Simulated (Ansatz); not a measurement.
SiCl4F: geometry relaxation (part 2 of 2)

Continued. System: SiCl4F, multiplicity 2. Method: UKS PBE-D4/def2-SVP (Ansatz 0.2.0). It belongs to a series of runs on one base structure; here: end point A relaxed.

Geometry of the input (Å):
```
Si -0.1676  -0.0000  0.1606
Cl -1.1995  -0.0000  2.0039
Cl 1.8398  -0.0000  0.4706
Cl -0.7435  1.6779  -0.8596
Cl -0.7435  -1.6779  -0.8596
F  1.0165  0.0000  3.5161
```

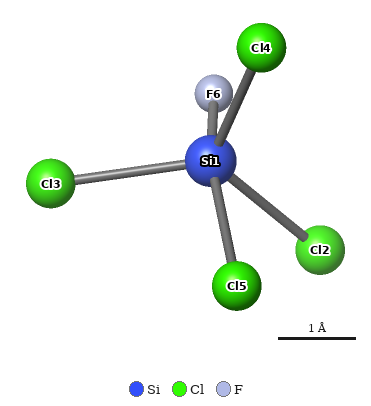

Figure 1. The geometry at step 17 of the log (ball-and-stick view, seen at a tilt; atoms are numbered from 1 in the order of the input).

**Trajectory as extended XYZ, continued**
```
6
Properties=species:S:1:pos:R:3:forces:R:3 step=5 energy=-60640.37028
Si   -0.1250    0.0000    0.2044    0.0106   0.0000  -0.0175
Cl   -1.0704    0.0000    2.0690    0.0031   0.0000  -0.0132
Cl    1.8964    0.0000    0.4114    0.0190   0.0000   0.0092
Cl   -0.7456    1.6761   -0.7929   -0.0116   0.0050   0.0156
Cl   -0.7456   -1.6761   -0.7930   -0.0116  -0.0050   0.0156
F     0.7922    0.0000    3.3332   -0.0096   0.0000  -0.0097
6
Properties=species:S:1:pos:R:3:forces:R:3 step=6 energy=-60640.37039
Si   -0.1250   -0.0045    0.2044    0.0100   0.0000  -0.0175
Cl   -1.0704   -0.0187    2.0690    0.0048  -0.0034  -0.0131
Cl    1.8964   -0.0119    0.4114    0.0187  -0.0011   0.0091
Cl   -0.7415    1.6800   -0.7810   -0.0098   0.0044   0.0176
Cl   -0.7496   -1.6721   -0.8049   -0.0126  -0.0036   0.0149
F     0.7922    0.0272    3.3332   -0.0111   0.0038  -0.0110
6
Properties=species:S:1:pos:R:3:forces:R:3 step=7 energy=-60640.37103
Si   -0.1215   -0.0090    0.2034    0.0023   0.0009   0.0005
Cl   -1.0716   -0.0377    2.0651    0.0021  -0.0068   0.0045
Cl    1.9004   -0.0234    0.4124   -0.0025  -0.0030  -0.0032
Cl   -0.7387    1.6860   -0.7634    0.0041  -0.0030   0.0052
Cl   -0.7556   -1.6702   -0.8110   -0.0004   0.0038  -0.0017
F     0.7891    0.0544    3.3256   -0.0056   0.0082  -0.0053
6
Properties=species:S:1:pos:R:3:forces:R:3 step=8 energy=-60640.37616
Si   -0.1049   -0.0412    0.2008   -0.0810   0.0487   0.0727
Cl   -1.0768   -0.1702    2.0488    0.0816  -0.0222   0.0776
Cl    1.9191   -0.1045    0.4134   -0.1021  -0.0139  -0.0522
Cl   -0.7140    1.7215   -0.6525    0.0903  -0.1123  -0.0029
Cl   -0.7920   -1.6512   -0.8666    0.0643   0.0720  -0.0525
F     0.7708    0.2456    3.2882   -0.0531   0.0277  -0.0426
6
Properties=species:S:1:pos:R:3:forces:R:3 step=9 energy=-60640.38980
Si   -0.0952   -0.0736    0.2077   -0.1649   0.1179   0.0911
Cl   -1.0733   -0.2997    2.0480    0.2110   0.0092   0.0857
Cl    1.9297   -0.1857    0.4092   -0.1465  -0.0201  -0.0639
Cl   -0.6830    1.7470   -0.5497    0.1465  -0.2548   0.0455
Cl   -0.8212   -1.6241   -0.9292    0.1044   0.1451  -0.0287
F     0.7452    0.4361    3.2461   -0.1505   0.0026  -0.1297
6
Properties=species:S:1:pos:R:3:forces:R:3 step=10 energy=-60640.42201
Si   -0.0903   -0.1032    0.2337   -0.1957   0.1473   0.0208
Cl   -1.0565   -0.4168    2.0728    0.2419   0.0407  -0.0034
Cl    1.9334   -0.2605    0.4031   -0.1070  -0.0314  -0.0349
Cl   -0.6462    1.7576   -0.4539    0.1350  -0.3211   0.1078
Cl   -0.8363   -1.5858   -0.9871    0.1019   0.1889   0.0705
F     0.6981    0.6087    3.1634   -0.1761  -0.0244  -0.1607
6
Properties=species:S:1:pos:R:3:forces:R:3 step=11 energy=-60640.46476
Si   -0.0805   -0.1219    0.2677   -0.1552   0.1181  -0.0197
Cl   -1.0294   -0.5139    2.1028    0.1666   0.0277  -0.0532
Cl    1.9402   -0.3235    0.3992   -0.0385  -0.0350  -0.0092
Cl   -0.6154    1.7594   -0.3626    0.0941  -0.2570   0.1172
Cl   -0.8426   -1.5433   -1.0163    0.0677   0.1613   0.1110
F     0.6299    0.7433    3.0414   -0.1346  -0.0151  -0.1461
6
Properties=species:S:1:pos:R:3:forces:R:3 step=12 energy=-60640.50858
Si   -0.0653   -0.1308    0.3049   -0.0451   0.0747   0.0245
Cl   -1.0070   -0.6007    2.1253    0.0835   0.0030  -0.0087
Cl    1.9525   -0.3737    0.4013    0.0071  -0.0425  -0.0050
Cl   -0.5892    1.7596   -0.2729    0.0381  -0.1053   0.0737
Cl   -0.8469   -1.5002   -1.0186    0.0223   0.0805   0.0569
F     0.5581    0.8458    2.8921   -0.1060  -0.0105  -0.1415
6
Properties=species:S:1:pos:R:3:forces:R:3 step=13 energy=-60640.55250
Si   -0.0413   -0.1266    0.3522    0.0560   0.0480   0.0850
Cl   -0.9964   -0.6797    2.1453    0.0442   0.0015   0.0822
Cl    1.9735   -0.4234    0.4007    0.0106  -0.0211   0.0129
Cl   -0.5738    1.7623   -0.1936    0.0072   0.0365   0.0204
Cl   -0.8454   -1.4532   -0.9999   -0.0160   0.0014  -0.0182
F     0.4855    0.9206    2.7274   -0.1020  -0.0663  -0.1823
6
Properties=species:S:1:pos:R:3:forces:R:3 step=14 energy=-60640.60787
Si   -0.0294   -0.1121    0.4127    0.2640   0.2089   0.1894
Cl   -0.9993   -0.7497    2.1792   -0.0440  -0.0282   0.1408
Cl    1.9839   -0.4447    0.4202    0.0547  -0.0704  -0.0153
Cl   -0.5583    1.7729   -0.1448   -0.0925   0.1095  -0.0766
Cl   -0.8341   -1.4093   -0.9744   -0.0511  -0.0305  -0.0037
F     0.4394    0.9429    2.5392   -0.1311  -0.1893  -0.2345
6
Properties=species:S:1:pos:R:3:forces:R:3 step=15 energy=-60640.80411
Si    0.0145   -0.0535    0.5021    0.3940   0.6392   0.8048
Cl   -1.0263   -0.8226    2.1996   -0.2259  -0.2246   0.2229
Cl    2.0165   -0.4844    0.4237    0.0679  -0.0016  -0.0329
Cl   -0.5822    1.7919   -0.1490   -0.0356   0.1539  -0.1491
Cl   -0.8146   -1.3415   -0.8966   -0.0991  -0.1533  -0.0956
F     0.3942    0.9100    2.3524   -0.1013  -0.4135  -0.7502
6
Properties=species:S:1:pos:R:3:forces:R:3 step=16 energy=-60641.19525
Si    0.0395    0.0116    0.6157    0.2718   0.5801   0.7647
Cl   -1.0988   -0.8754    2.2418   -0.7144  -0.8392  -0.0539
Cl    2.0371   -0.4676    0.4024    0.1412  -0.0659  -0.1564
Cl   -0.5758    1.8177   -0.1858   -0.0262   0.0331  -0.1879
Cl   -0.7824   -1.3025   -0.8239   -0.0970  -0.0724   0.0901
F     0.3826    0.8161    2.1819    0.4246   0.3643  -0.4567
6
Properties=species:S:1:pos:R:3:forces:R:3 step=17 energy=-60641.04856 accepted=F
Si    0.0882    0.1072    0.7675   -1.3177  -2.5973  -4.8139
Cl   -1.2280   -1.0228    2.2048   -0.4255  -0.6320  -0.6245
Cl    2.0683   -0.4674    0.3471   -0.1268  -0.0827  -0.2457
Cl   -0.5778    1.8322   -0.2469    0.0400  -0.2501  -0.1129
Cl   -0.7698   -1.2500   -0.6941   -0.1816  -0.2040   0.0733
F     0.4212    0.8008    2.0537    2.0116   3.7661   5.7237
6
Properties=species:S:1:pos:R:3:forces:R:3 step=18 energy=-60641.38290
Si    0.0545    0.0445    0.6656    0.2117   0.5787   1.2333
Cl   -1.1566   -0.9483    2.2130   -0.2904  -0.4271  -0.3872
Cl    2.0469   -0.4722    0.3757   -0.0135  -0.0318  -0.1562
Cl   -0.5781    1.8202   -0.2138    0.0150  -0.0814  -0.1353
Cl   -0.7840   -1.2923   -0.7828   -0.1021  -0.0923   0.0674
F     0.4196    0.8482    2.1744    0.1793   0.0539  -0.6219
6
Properties=species:S:1:pos:R:3:forces:R:3 step=19 energy=-60641.56873
Si    0.0714    0.0846    0.7441    0.0627   0.1852   0.5238
Cl   -1.2058   -1.0165    2.1672   -0.1466  -0.3022  -0.5445
Cl    2.0453   -0.4777    0.3473   -0.1048  -0.0522  -0.1466
Cl   -0.5783    1.8109   -0.2361   -0.0097  -0.1321  -0.1282
Cl   -0.7854   -1.2820   -0.7435   -0.0932  -0.0634   0.1700
F     0.4549    0.8807    2.1531    0.2916   0.3647   0.1256
6
Properties=species:S:1:pos:R:3:forces:R:3 step=20 energy=-60641.70862
Si    0.0997    0.1414    0.8341    0.0799  -0.0808  -0.7682
Cl   -1.2519   -1.0954    2.0553   -0.0143  -0.0737  -0.2787
Cl    2.0290   -0.4949    0.3094   -0.1865   0.0254   0.0379
Cl   -0.5882    1.7874   -0.2725    0.0504  -0.2026   0.1401
Cl   -0.7940   -1.2737   -0.6673   -0.2252  -0.2686  -0.0393
F     0.5075    0.9353    2.1731    0.2958   0.6003   0.9082
6
Properties=species:S:1:pos:R:3:forces:R:3 step=21 energy=-60641.78245
Si    0.1368    0.1777    0.8467    0.3429   0.3137  -0.3636
Cl   -1.2693   -1.1280    1.9477    0.0531   0.0720   0.1103
Cl    2.0336   -0.4961    0.3139   -0.2100   0.0132   0.0684
Cl   -0.5956    1.7795   -0.2580    0.0196  -0.1287   0.0917
Cl   -0.8446   -1.3165   -0.6169   -0.1866  -0.3308  -0.3254
F     0.5414    0.9833    2.1987   -0.0190   0.0605   0.4186
6
Properties=species:S:1:pos:R:3:forces:R:3 step=22 energy=-60641.72791 accepted=F
Si    0.1896    0.3081    0.8306   -0.4687  -1.1912   1.3038
Cl   -1.2540   -1.1097    1.8488    0.3325   0.5686   0.0748
Cl    1.9632   -0.5186    0.3239    0.6083  -0.0708  -0.2656
Cl   -0.6006    1.8349   -0.1993   -0.3306   0.4250  -0.5637
Cl   -0.8731   -1.5137   -0.6301   -0.0919   0.1158  -0.5383
F     0.5771    0.9990    2.2583   -0.0496   0.1527  -0.0109
6
Properties=species:S:1:pos:R:3:forces:R:3 step=23 energy=-60641.83353
Si    0.1778    0.2168    0.8515   -0.1403   0.1266   0.3688
Cl   -1.2615   -1.0873    1.9228    0.1910   0.1059  -0.2313
Cl    2.0337   -0.4958    0.3160   -0.0775   0.0000  -0.0030
Cl   -0.6152    1.7709   -0.2469    0.0733  -0.0846   0.0523
Cl   -0.8833   -1.3906   -0.6646   -0.0407  -0.0847  -0.0019
F     0.5506    0.9860    2.2532   -0.0059  -0.0633  -0.1848
6
Properties=species:S:1:pos:R:3:forces:R:3 step=24 energy=-60641.87728
Si    0.1864    0.2636    0.9055    0.0036  -0.0959   0.1717
Cl   -1.2302   -1.0638    1.8613    0.1007   0.0709  -0.0979
Cl    1.9902   -0.5166    0.3217   -0.0099   0.0278  -0.0005
Cl   -0.6270    1.7620   -0.2242    0.0008  -0.0217  -0.0315
Cl   -0.9049   -1.4721   -0.7183   -0.1230  -0.0904  -0.1290
F     0.5878    1.0268    2.2861    0.0278   0.1092   0.0871
6
Properties=species:S:1:pos:R:3:forces:R:3 step=25 energy=-60641.94832
Si    0.2178    0.3099    0.9803    0.0584   0.1865   0.0187
Cl   -1.1926   -1.0388    1.7832   -0.0147  -0.0499   0.1075
Cl    1.9648   -0.5193    0.3372   -0.0063  -0.0083  -0.0339
Cl   -0.6376    1.7313   -0.2099    0.0698  -0.0627   0.0140
Cl   -0.9797   -1.5691   -0.7995   -0.1375  -0.2012  -0.2869
F     0.6296    1.0860    2.3408    0.0303   0.1356   0.1808
6
Properties=species:S:1:pos:R:3:forces:R:3 step=26 energy=-60642.02205
Si    0.2539    0.3842    1.0732    0.0983  -0.1803  -0.4273
Cl   -1.1557   -1.0168    1.6978   -0.0419  -0.0755   0.2147
Cl    1.9302   -0.5231    0.3437   -0.1014   0.1329   0.0637
Cl   -0.6393    1.7019   -0.1911    0.1049   0.0741   0.0168
Cl   -1.0663   -1.7068   -0.9072   -0.1041  -0.1472  -0.1921
F     0.6793    1.1606    2.4158    0.0442   0.1960   0.3242
6
Properties=species:S:1:pos:R:3:forces:R:3 step=27 energy=-60642.05004
Si    0.2708    0.3978    1.0886   -0.0472   0.0716   0.0558
Cl   -1.1196   -1.0381    1.6795    0.0313   0.0111  -0.0266
Cl    1.9629   -0.4473    0.3672    0.0972  -0.1174  -0.0884
Cl   -0.5599    1.7419   -0.1841   -0.0521   0.0118  -0.0650
Cl   -1.2095   -1.8300   -0.9709    0.0001   0.0027   0.0080
F     0.6575    1.1756    2.4518   -0.0293   0.0202   0.1163
6
Properties=species:S:1:pos:R:3:forces:R:3 step=28 energy=-60642.05103
Si    0.2815    0.4107    1.0904   -0.0508   0.0189  -0.0137
Cl   -1.1052   -1.0296    1.6629   -0.0251  -0.0508  -0.0288
Cl    1.9760   -0.4390    0.3702    0.0359  -0.0531  -0.0638
Cl   -0.5532    1.7548   -0.1831   -0.0028  -0.0168  -0.0332
Cl   -1.2430   -1.8670   -0.9764    0.0138   0.0207   0.0188
F     0.6461    1.1701    2.4681    0.0290   0.0812   0.1207
6
Properties=species:S:1:pos:R:3:forces:R:3 step=29 energy=-60642.05279
Si    0.2793    0.4117    1.0973   -0.0042  -0.0107  -0.0141
Cl   -1.1056   -1.0351    1.6644   -0.0133  -0.0107   0.0224
Cl    1.9617   -0.4522    0.3593    0.0267  -0.0116  -0.0029
Cl   -0.5564    1.7408   -0.1898   -0.0128   0.0236  -0.0109
Cl   -1.2256   -1.8445   -0.9718    0.0007  -0.0003  -0.0088
F     0.6488    1.1792    2.4726    0.0029   0.0098   0.0143
```
